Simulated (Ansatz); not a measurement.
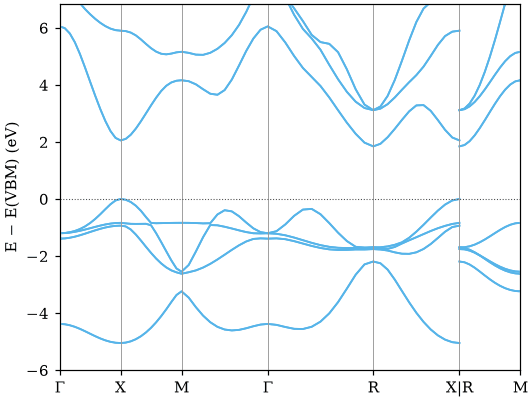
Band structure from the program Ansatz at the PBE+D3(BJ) with spin–orbit coupling level (PAW)

**Question.** Read off the gap and where the band edges lie.

**Answer.** About 1.8 eV (1.84 eV by a search for the band edges); maximum at X, minimum at R.

The material is TlCl (CsCl type, space group No. 221).

Space group Pm-3m (CsCl type). Symmetry was held in the PBE+D3(BJ) relaxation; phonons on a q-mesh show weakly imaginary modes.

Potentials: the later of the program's two PAW sets.
